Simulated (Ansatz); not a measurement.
**Deformation potentials of Ga2S3 (Imm2) by GW**

Does the cheap functional get the change of gap under strain right for Ga2S3 (Imm2)?

Main program and level: Ansatz 0.2.0; a semilocal functional, HSE06 and G0W0, plane waves, PAW.

### 1. The starting structure

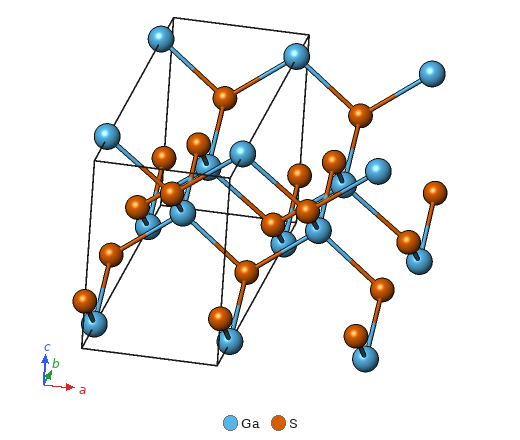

Start, viewed from a free direction; gallium blue, sulfur orange. 2×1×1 cells are drawn. This picture shows the conventional cell, with its axes. Some periodic images of atoms are drawn too.

Structure file:

```cif
data_structure
_symmetry_space_group_name_H-M 'Imm2'
_symmetry_Int_Tables_number 44
_cell_length_a 3.6727
_cell_length_b 11.1412
_cell_length_c 5.3461
_cell_angle_alpha 90.000
_cell_angle_beta 90.000
_cell_angle_gamma 90.000
_cell_volume 218.75
loop_
_atom_site_label
_atom_site_type_symbol
_atom_site_symmetry_multiplicity
_atom_site_Wyckoff_symbol
_atom_site_fract_x
_atom_site_fract_y
_atom_site_fract_z
_atom_site_occupancy
Ga1 Ga 4 d 0.00000 0.15960 0.00737 1
S1 S 4 d 0.50000 0.16622 0.74252 1
S2 S 2 a 0.00000 0.00000 0.25021 1
```

The cell is the Materials Project's (PBE, PBE+U or r2SCAN) relaxed one; the positions were relaxed with LDA.

### 2. Unstrained: LDA

This step: DFT, LDA, plane waves, PAW; PAW set soft_1.

Contents of input.yaml:

```yaml
crystal:
  lattice:
    - [-1.83633776, 5.57061928, 2.67305246]
    - [1.83633776, -5.57061928, 2.67305246]
    - [1.83633776, 5.57061928, -2.67305246]
  atoms:
    - { symbol: Ga, position: [0.1669690822, 0.0073710255, 0.1595980567] }
    - { symbol: Ga, position: [0.8477729688, 0.0073710255, 0.8404019433] }
    - { symbol: S, position: [0.9087421869, 0.2425240894, 0.6662180975] }
    - { symbol: S, position: [0.5763059919, 0.2425240894, 0.3337819025] }
    - { symbol: S, position: [0.2502087802, 0.2502087802, 0.0] }
kpoints:
  mp_grid: { grid: [8, 8, 8] }
  band_path:
    path:
      - [0.0, 0.0, 0.0]
      - [0.5, -0.5, 0.5]
      - [0.27716678, -0.27716678, 0.72283322]
      - [-0.27716678, 0.27716678, 0.27716678]
      - [0.30756361, 0.30756361, -0.30756361]
      - [0.69243639, -0.30756361, 0.30756361]
      - [0.0, 0.5, 0.0]
      - [0.25, 0.25, 0.25]
    npoints: 1
hamiltonian:
  xc: lda
  pseudopotentials: { kind: paw, azcp: { folder: soft_1 }, xc_functional: pbe }
scf:
  occupations: { method: fermi_dirac, width: 0.02 }
  n_extra_bands: 5
output:
  eigenvalues: true
  write_density: true
  write_potential: true
  elf: true
  volumetric_format: npy
```

Command:

```console
ansatz run input.yaml --threads 3 --pin off --max-ram 92160MiB --backend cuda --events-out ev --progress --plain --runs-dir out --devices 1 --max-vram 13GiB
```

Numbers of over 12 decimals in the logs are rounded to 6 here.

What it wrote:

```text
basis.fft_grid_basis auto: the FFT boxes are laid along the combinations [[1, 1, 0], [0, 1, 0], [0, 1, 1]] of the cell's own vectors, 5.346, 6.446 and 3.673 Å long. The dense box has 36×45×25 points. Along the cell's own vectors, as sized, it would have 45×45×45, 2.25 times as many. Of the 4 symmetry operations that the crystal satisfies within crystal.symmetry.tolerance (time reversal apart; of a slab, those that ke [...]
scf.n_extra_bands = 5 over 22 filled bands (N_el = 44.0): the run solves 27 bands
GPUs: using 1 of 1 available (devices: 1).
Engine: ansatz 0.2.0, x86_64-unknown-linux-gnu
Pseudopotentials: kind: paw
Pseudopotential: Ga, paw, valence charge 13, recommended cutoff 420 eV (normal), soft_1/Ga.paw.azcp
Pseudopotential: S, paw, valence charge 6, recommended cutoff 420 eV (normal), soft_1/S.paw.azcp
Functional definition: SPW92
  exchange = slater_x
  correlation = pw_c
device memory: the entry about to start is reckoned to put 4.1 GiB on a device that reports 63.1 GiB free (of which the cap on the GPU budget leaves the run 13.0 GiB)
GPU FFT provider: cuFFT
GPU libraries: cuBLAS 13.8.2, cuFFT 12.4.0, cuSOLVER 12.3.4
Crystal: 5 atoms, lattice volume = 109.376 Å³
Basis set: ecut = 420 eV, 2133 PW (Γ), FFT grids on a1+a2, a2, a2+a3
Bands: 27, of which v1, the nominal top of the filled ones, is band 22 counted from 1 (21 counted from 0)
Symmetry: 4 space group operations
Space group: Imm2 (ITA 44), of the structure as read, at distance tolerance 4.8e-5 Å
k-points: 95 of 512 (time reversal used)
Non-local potential: Ga, projectors of the file, l = 0: 2, l = 1: 2, l = 2: 3, l = 3: 1
Non-local potential: S, projectors of the file, l = 0: 2, l = 1: 2, l = 2: 1
PAW form: soft (Blöchl's): semilocal exchange-correlation on the pseudo side does not see the compensation charge
PAW frozen core: Ga, regenerated for the run's functional, and the local potential with it (the file was generated under x = pbe(κ = 0.804, μ = 0.219515), c = pbe(β = 0.066725))
PAW frozen core: S, regenerated for the run's functional, and the local potential with it (the file was generated under x = pbe(κ = 0.804, μ = 0.219515), c = pbe(β = 0.066725))
PAW one-centre angular grid: Ga, 590 points (default); XC on 64 Gauss nodes
PAW one-centre angular grid: S, 110 points (default); XC on 64 Gauss nodes
Initial density: superposition of atomic densities (chi_scale 0.1, normalization cell, long waves kept (reshape's long-wave potential 0.05 eV rms))
Initial wavefunctions: pseudopotential atomic-orbital guess
GPU buffer pool allocated for 40500 grid points (all kernels)
GPU transforms: local potential and band sums: pruned to the plane-wave sphere, on 36×45×25
Functional: x = slater, c = lda
SCF iter   1: F=—  HF=-10026.434647 eV  |F-HF|=—  |Δ(HF+E_count)|=         —  Δρ=4.82e-2  dr2=1.66e0  ethr=3.10e-3  ⟨swp⟩=7.5  Hψ=13080  notcnv=0
preconditioner: auto → Resta (q_TF=auto, 2.344 Å⁻¹)  ε∞=3.7  [insulator: Δε(μ)=1.695 eV  Ē_g=14.280 eV  σ=0.020 eV  W_gap=1.00  n_scr=20 (ndim 8)  ℏωp=23.6 eV  f_vac=0.000  D(μ)=0.00/eV (n_scr^D=0)  ε∞_Penn≈3.7]
SCF iter   2: F=—  HF=-10026.013611 eV  |F-HF|=—  |Δ(HF+E_count)|=   4.21e-1  Δρ=2.23e-2  dr2=3.98e-1  ethr=3.10e-3  ⟨swp⟩=3.0  Hψ=5787  notcnv=0  defer=95
SCF iter   3: F=—  HF=-10025.873119 eV  |F-HF|=—  |Δ(HF+E_count)|=   1.40e-1  Δρ=6.01e-3  dr2=3.22e-2  ethr=9.05e-4  ⟨swp⟩=2.2  Hψ=4895  notcnv=0  defer=95
SCF iter   4: F=—  HF=-10025.849547 eV  |F-HF|=—  |Δ(HF+E_count)|=   2.36e-2  Δρ=1.96e-3  dr2=4.26e-3  ethr=7.31e-5  ⟨swp⟩=3.0  Hψ=5276  notcnv=0  defer=95
SCF iter   5: F=—  HF=-10025.850123 eV  |F-HF|=—  |Δ(HF+E_count)|=   5.76e-4  Δρ=7.17e-4  dr2=6.57e-4  ethr=9.68e-6  ⟨swp⟩=2.0  Hψ=4567  notcnv=0  defer=95
SCF iter   6: F=—  HF=-10025.850074 eV  |F-HF|=—  |Δ(HF+E_count)|=   4.88e-5  Δρ=1.55e-4  dr2=3.94e-5  ethr=1.49e-6  ⟨swp⟩=2.8  Hψ=4324  notcnv=0  defer=95
SCF iter   7: F=—  HF=-10025.850211 eV  |F-HF|=—  |Δ(HF+E_count)|=   1.36e-4  Δρ=6.15e-5  dr2=4.69e-6  ethr=8.96e-8  ⟨swp⟩=2.8  Hψ=4723  notcnv=0  defer=95
SCF iter   8: F=—  HF=-10025.850210 eV  |F-HF|=—  |Δ(HF+E_count)|=   3.55e-7  Δρ=1.79e-5  dr2=4.78e-7  ethr=1.07e-8  ⟨swp⟩=2.1  Hψ=3532  notcnv=0  defer=95
SCF iter   9: F=-10025.850211 eV  HF=-10025.850211 eV  |F-HF|=1.15e-8  |Δ(HF+E_count)|=   1.37e-7  Δρ=4.93e-6  dr2=3.45e-8  ethr=2.27e-10  ⟨swp⟩=10.2  Hψ=9480  notcnv=0
SCF 1 converged in 9 iterations: F = -10025.850211 eV  dr2 = 3.45e-8
[...]
device memory: the entry about to start is reckoned to put 1.3 GiB on a device that reports 55.4 GiB free (of which the cap on the GPU budget leaves the run 13.0 GiB)
NSCF: frozen V_eff on 8 k-points
SCF converged after 9 iterations
Free energy (F): -10025.850211 eV
Harris-Foulkes:  -10025.850211 eV  (|F-HF|=1.15e-8)
Internal energy: -10025.850211 eV  (E = F + TS)
E sigma→0 (E₀):  -10025.850211 eV
Fermi energy:    6.151386 eV
--- Per-component energies (eV) ---
  E_band       = -201.204488
  E_kinetic    = 540.600374
  E_local      = -4068.338939  (includes V_loc(G=0)·N_el)
  E_nonlocal   = -72.994587
  E_hartree    = 2308.632743
  E_xc         = -388.921196
  E_vxc        = -359.461425  (∫ρ·V_xc dr)
  E_paw        = -5565.977446  (= ΣΔE_a)
  E_vpaw       = -858.276245  (= ΣTr[D̂ρ^β])
  E_aug_tail   = -0.000424  (compensation charges beyond the density's cutoff)
  E_ewald      = -2782.767292
  E_core_change = 3.916556  (= ΣΔE_core)
  E_smearing   = -0.000000  (= −TS)
  E_closure    = -0.000000  (closes the sum)
  Σ components = -10025.850211   (vs F -10025.850211, Δ=0.00e0)
--- Band table (eV; the first three rows and the last of 95) ---
  k-point 0: bands = [... 18 lower, 3.2711, 4.4045, 4.4906, 5.3773, 6.7708, 7.9122, 9.4792, 10.5076, ... 1 higher]
  k-point 1: bands = [... 18 lower, 2.7700, 4.2528, 4.2918, 4.9097, 7.4846, 8.7078, 9.8479, 10.2090, ... 1 higher]
  k-point 2: bands = [... 18 lower, 2.5435, 3.6265, 3.9091, 4.3269, 8.2016, 9.1590, 9.5084, 9.7081, ... 1 higher]
  k-point 94: bands = [... 18 lower, 3.2789, 3.4844, 3.5292, 5.5109, 7.4944, 7.7406, 7.8353, 10.2195, ... 1 higher]
```

Elapsed: 11 s, on 1 × NVIDIA H100 80GB HBM3 (shared by 6 runs) with 3 threads of AMD EPYC 7R13 (Zen 3), shared host; peak memory 0.96 GiB.

Numbers from this step:

| Item | Value |
| --- | --- |
| gap | 1.260 eV |
| valence top at | X |
| conduction bottom at | Γ |
| least direct gap | 1.393 eV |

The gap is indirect, with the least direct gap 0.13 eV higher.

### 3. Unstrained: G0W0

G0W0 replaces the xc potential by the self-energy, built once from these orbitals. Only a window of levels is corrected, while the sums run over the empty bands that the input names. This step takes PAW set soft_1 files.

This step: G0W0 on LDA, plane waves, PAW; PAW set soft_1.

input.yaml, the sections that differ from step 2:

```yaml
kpoints:
  mp_grid: { grid: [6, 6, 6] }
scf:
  occupations: { method: fixed }
gw:
  n_empty_bands: 411
  ecut_chi: 140
  qp_bands: [v2, c2]
  qp_kpoints: band_edges
  screening: { model: contour_deformation }
# crystal, hamiltonian: as in step 2
# output: removed
```

What it wrote:

```text
GPUs: using 1 of 1 available (devices: 1).
[...]
GPU FFT provider: cuFFT
GPU libraries: cuBLAS 13.8.2, cuFFT 12.4.0, cuSOLVER 12.3.4
Crystal: 5 atoms, lattice volume = 109.376 Å³
Basis set: ecut = 420 eV, 2133 PW (Γ)
Bands: 27, of which v1, the nominal top of the filled ones, is band 22 counted from 1 (21 counted from 0)
Symmetry: 4 space group operations
[...]
k-points: 46 of 216 (time reversal used)
[...]
GPU buffer pool allocated for 91125 grid points (all kernels)
[...]
SCF iter   1: F=—  HF=-10026.433194 eV  |F-HF|=—  |Δ(HF+E_count)|=         —  Δρ=4.82e-2  dr2=1.66e0  ethr=3.10e-3  ⟨swp⟩=5.0  Hψ=5016  notcnv=0  defer=129
[...]
SCF iter   9: F=-10025.847994 eV  HF=-10025.847994 eV  |F-HF|=1.47e-8  |Δ(HF+E_count)|=   1.31e-7  Δρ=4.90e-6  dr2=3.70e-8  ethr=2.27e-10  ⟨swp⟩=11.1  Hψ=5997  notcnv=0
SCF 1 converged in 9 iterations: F = -10025.847994 eV  dr2 = 3.70e-8
[...]
NSCF: frozen V_eff on 46 k-points, pencils in batches of 32, up to order 108
[...]
NSCF: frozen V_eff on 46 k-points
G₀W₀ screening: q 1/46
[... further progress lines ...]
[...]
SCF converged after 9 iterations
Free energy (F): -10025.847994 eV
[...]
Internal energy: -10025.847994 eV  (E = F + TS)
E sigma→0 (E₀):  -10025.847994 eV
Fermi energy:    5.511301 eV
[...]
--- Band table (eV; the first three rows and the last of 46) ---
  k-point 0: bands = [... 18 lower, 3.2719, 4.4050, 4.4909, 5.3777, 6.7709, 7.9122, 9.4793, 10.5079, ... 1 higher]
  k-point 1: bands = [... 18 lower, 2.5867, 4.0708, 4.1995, 4.6923, 7.7964, 9.1258, 9.7986, 10.2429, ... 1 higher]
  k-point 2: bands = [... 18 lower, 2.7661, 3.2426, 3.5351, 4.0459, 8.2210, 8.4965, 8.9879, 9.5535, ... 1 higher]
  k-point 45: bands = [... 18 lower, 3.2790, 3.4848, 3.5301, 5.5113, 7.4944, 7.7406, 7.8355, 10.2197, ... 1 higher]
--- G₀W₀: contour deformation, 7 samples at zero and on the imaginary axis and 2 off it, 216 q-points, 411 empty bands' worth ---
  eigenvalues of the whole cell's RPA ε∞ on this k-mesh (on a slab, of 1 + 4πα/V) = 5.7439, 6.0369, 6.3303; static W/v taken at q = 0 is 0.164137
  gw.qp_kpoints: band_edges: 21 of 46 stored k-points solved, in 1 pass; an edge of the gap read off the rows below is read off those points alone
    valence top: of the k-points left out ik 43 came nearest to being solved in a further pass, in band 22 (counted from 1, as in the quasiparticle table): it holds the edge there only if its correction is more favourable than any solved in that band by at least 0.563 eV; those differ by 0.042 eV
    conduction bottom: of the k-points left out ik 4 came nearest to being solved in a further pass, in band 23 (counted from 1, as in the quasiparticle table): it holds the edge there only if its correction is more favourable than any solved in that band by at least 0.823 eV; those differ by 0.286 eV
    ik  band        ε_KS         Σx   Σc(E_QP)       V_xc       Z   E_QP_lin       E_QP  E_QP is
     0    21      4.4909   -19.0385     1.8156   -16.5542  0.7541     3.8154     3.8223  root
     0    22      5.3777   -18.6055     2.1370   -15.7350  0.7442     4.6344     4.6442  root
     0    23      6.7709   -10.3307    -3.8125   -14.8039  0.7868     7.4364     7.4317  root
     0    24      7.9122    -8.2711    -4.2317   -13.1647  0.7887     8.5802     8.5741  root
     3    21      3.3788   -17.9899     2.4110   -14.8428  0.7393     2.6314     2.6429  root
     3    22      3.6334   -17.5911     2.4990   -14.3540  0.7289     2.8782     2.8953  root
     3    23      7.7309    -6.7600    -3.8273   -11.0707  0.8012     8.2170     8.2142  root
     3    24      7.8659    -9.0874    -4.0561   -13.8638  0.7836     8.5932     8.5862  root
[...]
45    21      3.5301   -19.1706     1.8786   -16.6478  0.7583     2.8799     2.8860  root
    45    22      5.5113   -18.7627     2.1740   -15.8445  0.7440     4.7571     4.7672  root
    45    23      7.4944    -7.4078    -3.9988   -11.9719  0.7974     8.0637     8.0597  root
    45    24      7.7406   -10.6359    -4.2461   -15.6452  0.7753     8.5121     8.5037  root
```

Wall time 3.5 min (1 × NVIDIA H100 80GB HBM3 (shared by 6 runs) with 3 threads); peak memory 3.3 GiB.

This step gave:

```yaml
bands_summed: 433
rpa_eps_infinity_on_this_mesh_eigenvalues: 5.744, 6.037, 6.330
plane_waves_in_the_screening_matrix: 409
q_points_in_the_mesh: 216
g0w0_gap_on_the_mesh: 2.665 eV
k_of_the_valence_top: -0.5, -0.5, -0.5
k_of_the_conduction_bottom: 0, 0, 0
starting_gap_on_the_mesh: 1.260 eV
z_at_the_valence_top: 0.7440
z_at_the_conduction_bottom: 0.7868
least_direct_g0w0_gap_on_the_computed_points: 2.787 eV
```

The gap on the mesh goes from 1.26 eV to 2.66 eV, a correction of +1.40 eV. Between the two edge states, bare exchange in place of the xc potential would open the gap by 7.39 eV, and correlation takes back 5.99 eV.

### 4. Unstrained: HSE06

HSE06 mixes in a quarter of exact exchange at short range. Exchange couples all pairs of k points, which makes a full band path dear, so levels are read on the mesh and at chosen points.

This step: DFT, HSE06, plane waves, PAW; PAW set soft_1.

Edit input.yaml of step 3 so:

```diff
@@ -12,13 +12,21 @@
 kpoints:
-  mp_grid: { grid: [6, 6, 6] }
+  mp_grid: { grid: [4, 4, 4] }
+  band_path:
+    path:
+      - [0.0, 0.0, 0.0]
+      - [0.5, -0.5, 0.5]
+      - [0.27716678, -0.27716678, 0.72283322]
+      - [-0.27716678, 0.27716678, 0.27716678]
+      - [0.30756361, 0.30756361, -0.30756361]
+      - [0.69243639, -0.30756361, 0.30756361]
+      - [0.0, 0.5, 0.0]
+      - [0.25, 0.25, 0.25]
+    npoints: 1
 hamiltonian:
-  xc: lda
-  pseudopotentials: { kind: paw, azcp: { folder: soft_1 }, xc_functional: pbe }
+  xc: hse06
+  pseudopotentials: { kind: paw, azcp: { folder: soft_1 } }
 scf:
   occupations: { method: fixed }
-gw:
-  n_empty_bands: 411
-  ecut_chi: 140
-  qp_bands: [v2, c2]
-  qp_kpoints: band_edges
-  screening: { model: contour_deformation }
+  n_extra_bands: 5
+output:
+  eigenvalues: true
```

What it wrote:

```text
[...]
GPUs: using 1 of 1 available (devices: 1).
[...]
davidson cushion auto → on  (no smearing: the cushion is to keep the highest requested band from converging to the state above it; pin scf.eigensolver.cushion to override)
[...]
GPU FFT provider: cuFFT
GPU libraries: cuBLAS 13.8.2, cuFFT 12.4.0, cuSOLVER 12.3.4
Crystal: 5 atoms, lattice volume = 109.376 Å³
Basis set: ecut = 420 eV, 2133 PW (Γ), FFT grids on a1+a2, a2+a3, a3
Bands: 27, of which v1, the nominal top of the filled ones, is band 22 counted from 1 (21 counted from 0)
Symmetry: 4 space group operations
[...]
k-points: 18 of 64 (time reversal used)
[...]
GPU buffer pool allocated for 40500 grid points (all kernels)
[...]
SCF iter   1: F=—  HF=-10275.892124 eV  |F-HF|=—  |Δ(HF+E_count)|=         —  Δρ=5.12e-2  dr2=1.72e0  ethr=1.00e-1  ⟨swp⟩=5.1  Hψ=1544  notcnv=0
[...]
SCF iter   6: F=-10275.501703 eV  HF=-10275.501693 eV  |F-HF|=1.09e-5  |Δ(HF+E_count)|=   1.05e-4  Δρ=2.09e-4  dr2=2.90e-5  ethr=7.04e-7  ⟨swp⟩=4.0  Hψ=1578  notcnv=0
SCF 1 stopped early in 6 iterations: F = -10275.501703 eV  dr2 = 2.90e-5
[...]
GPU FFT provider: cuFFT
GPU libraries: cuBLAS 13.8.2, cuFFT 12.4.0, cuSOLVER 12.3.4
[...]
GPU buffer pool allocated for 40500 grid points (all kernels)
[...]
Exchange kernel: α = 0.2500, screened, ω = 0.2079 Å⁻¹, Wigner–Seitz truncation, v(0) = 1039.1616 eV·Å³, q-mesh 4×4×4, nearest image of the exchange supercell L = 14.69 Å, pair-density grid 36×24×40, without the augmentation charges, whose exchange is taken in its separable form by FFT convolution over the k-point mesh (the finest that the files' search goes to), smooth part of the exact exchange by density-matrix convolution in up to 3.15 GiB of GPU memory as planned if the GPU has room (build and FFT work areas not counted)
Frozen-core exchange: fock
SCF iter   1: F=—  HF=-10278.360092 eV  |F-HF|=—  |Δ(HF+E_count)|=         —  Δρ=1.25e-2  dr2=7.20e-2  ethr=6.60e-7  ⟨swp⟩=9.1  Hψ=3387  notcnv=0
[...]
SCF iter   6: F=-10278.346533 eV  HF=-10278.346535 eV  |F-HF|=1.15e-6  |Δ(HF+E_count)|=   2.64e-5  Δρ=2.88e-5  dr2=5.63e-6  ethr=2.18e-7  ⟨swp⟩=3.0  Hψ=1254  notcnv=0
SCF 2 stopped early in 6 iterations: F = -10278.346533 eV  dr2 = 5.63e-6
hybrid outer 1: dexx = +2.067e-2 eV, tail = 7.88e-5 eV
GPU FFT provider: cuFFT
GPU libraries: cuBLAS 13.8.2, cuFFT 12.4.0, cuSOLVER 12.3.4
GPU buffer pool allocated for 40500 grid points (all kernels)
[...]
Frozen-core exchange: fock
SCF iter   1: F=—  HF=-10278.346007 eV  |F-HF|=—  |Δ(HF+E_count)|=         —  Δρ=4.23e-5  dr2=3.33e-6  ethr=8.96e-7  ⟨swp⟩=3.0  Hψ=1187  notcnv=0
[...]
SCF iter   4: F=-10278.346009 eV  HF=-10278.346009 eV  |F-HF|=5.07e-9  |Δ(HF+E_count)|=   5.33e-8  Δρ=2.40e-6  dr2=1.11e-8  ethr=3.66e-10  ⟨swp⟩=3.0  Hψ=1290  notcnv=0
SCF 3 converged in 4 iterations: F = -10278.346009 eV  dr2 = 1.11e-8
hybrid outer 2: dexx = +2.031e-6 eV, tail = 7.40e-8 eV, Δε = 2.23e-3 eV (about 8.02e-5 eV left of the loop's levels)
[...]
hybrid SCF converged: 2 outer / 10 inner (+6 warm-up), last move |dexx| = 2.03e-6 eV, tail = 7.40e-8 eV
Stability not checked: this state was not tested for a lower state beside it, because the functional holds exact exchange (a hybrid, or Hartree-Fock), whose exchange loop this test does not read (fock_operator; see scf.lower_state_search)
Free energy (F): -10278.346009 eV
Frozen-core exchange: fock
[...]
Internal energy: -10278.346009 eV  (E = F + TS)
E sigma→0 (E₀):  -10278.346009 eV
Fermi energy:    5.074896 eV
[...]
--- Band table (eV; the first three rows and the last of 18) ---
  k-point 0: bands = [... 18 lower, 2.7824, 3.9672, 4.0818, 4.9459, 7.6900, 8.7379, 10.3519, 11.4415, ... 1 higher]
  k-point 1: bands = [... 18 lower, 2.0228, 3.1796, 3.4585, 3.8663, 9.1382, 9.9986, 10.4853, 10.5436, ... 1 higher]
  k-point 2: bands = [... 18 lower, 2.4128, 2.5080, 2.8342, 3.1302, 8.4621, 8.7330, 9.6318, 10.1820, ... 1 higher]
  k-point 17: bands = [... 18 lower, 2.8426, 3.0173, 3.0713, 5.0749, 8.2616, 8.6708, 8.6827, 11.1528, ... 1 higher]
```

It took 37 s on 1 × NVIDIA H100 80GB HBM3 (shared by 6 runs) with 3 threads; peak memory 1.6 GiB.

Numbers from this step:

| Item | Value |
| --- | --- |
| gap | 2.615 eV |
| valence top at | X |
| conduction bottom at | Γ |
| least direct gap | 2.744 eV |
| exact-exchange fraction | 0.25 |

The gap stands +1.36 eV against LDA.

(Part 1 of 3 ends here.)

[Paths, hosts, dates, memory and timing lines, banners, echoed tables and standing remarks are left out of the program output.]

[Logs are printed without paths, hosts, clocks, repeated set-up lines and the standing remarks that a program may print on its own settings, such as how far it seeks lower states.]

[Runs of the session that timed out or met a known fault of the program may be left out.]

[Cells called generated may have been cut or substituted from an entry of the Crystallography Open Database or the Materials Project.]

[Hosts, paths, dates, database ids (printed as entryN), source tags and the programs' standing remarks are cut or masked in the printed files.]
